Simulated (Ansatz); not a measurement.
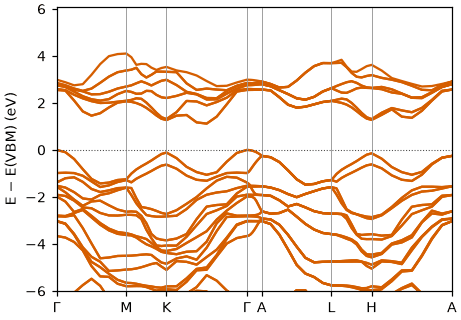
Band structure from DFT-r²SCAN+D4 with spin–orbit coupling in the program Ansatz with PAW potentials

### Question
Read off the gap and where the band edges lie.

### Answer
About 1.1 eV (1.09 eV by a search for the band edges); maximum at Γ, minimum on the K–Γ line, 45 % of the way from K.

The material is WSe$_{2}$ in space group P6_3/mmc (No. 194; W on 2c, Se on 4f).

The r²SCAN+D4 relaxation kept the symmetry of its start; phonons on a q-mesh show no instability. The run is not spin-polarised.

Potentials: the later of the program's two PAW sets.
